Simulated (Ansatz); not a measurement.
# AsH8NOSi2: the cost of one run

Program: Ansatz 0.2.0. Level of theory: RKS PBE0/def2-SVP. These are calculated values, not measurements.

## Step 1: The starting structure

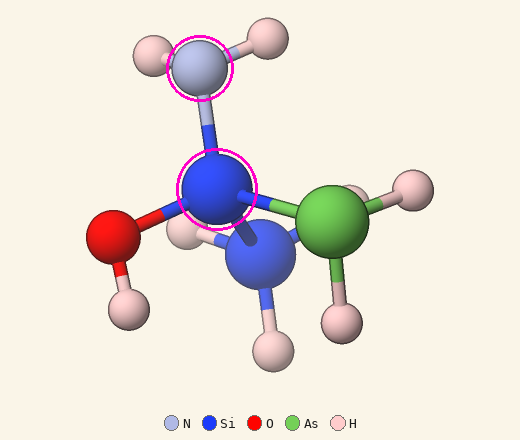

Start, viewed from a free direction; nitrogen light blue, silicon blue, oxygen red, arsenic green, hydrogen pink. Ringed: N1, Si2.

Structure file:

```xyz
13

N    -1.8063   -0.8118    0.7323
Si   -0.1057   -0.4980    0.4870
O     0.7078   -1.9723    0.6953
Si    0.3419    0.2857   -1.5800
As    0.6499    1.0574    2.0162
H    -2.3287    0.1614    0.5349
H    -2.1345   -1.4213   -0.0277
H     1.7354   -1.7165    0.6104
H     1.7135    0.5150   -1.7176
H    -0.2083   -0.7088   -2.5338
H    -0.4640    1.5436   -1.7352
H    -0.0272    2.2454    1.2840
H     1.9465    1.2853    1.2490
```

## Step 2: Relaxing end A

input.yaml

```yaml
crystal:
  periodic: [false, false, false]
  atoms:
    - { symbol: "N", position_ang: [-1.8063, -0.8118, 0.7323] }
    - { symbol: Si, position_ang: [-0.1057, -0.498, 0.487] }
    - { symbol: O, position_ang: [0.7078, -1.9723, 0.6953] }
    - { symbol: Si, position_ang: [0.3419, 0.2857, -1.58] }
    - { symbol: As, position_ang: [0.6499, 1.0574, 2.0162] }
    - { symbol: H, position_ang: [-2.3287, 0.1614, 0.5349] }
    - { symbol: H, position_ang: [-2.1345, -1.4213, -0.0277] }
    - { symbol: H, position_ang: [1.7354, -1.7165, 0.6104] }
    - { symbol: H, position_ang: [1.7135, 0.515, -1.7176] }
    - { symbol: H, position_ang: [-0.2083, -0.7088, -2.5338] }
    - { symbol: H, position_ang: [-0.464, 1.5436, -1.7352] }
    - { symbol: H, position_ang: [-0.0272, 2.2454, 1.284] }
    - { symbol: H, position_ang: [1.9465, 1.2853, 1.249] }
basis:
  gaussian: { orbitals: def2-SVP }
hamiltonian:
  xc: pbe0
relax:
  f_tol: 0.015
  max_steps: 40
output:
  orbitals: {}
```

Run with:

```console
$ ansatz run input.yaml --threads 2 --pin off --max-ram 3072MiB --backend cpu --events-out ev --progress --plain --runs-dir out
```

What time and memory should one allow on 2 threads of Arm Neoverse V1, shared host?

About 1.7 min, with a peak of 0.38 GiB.
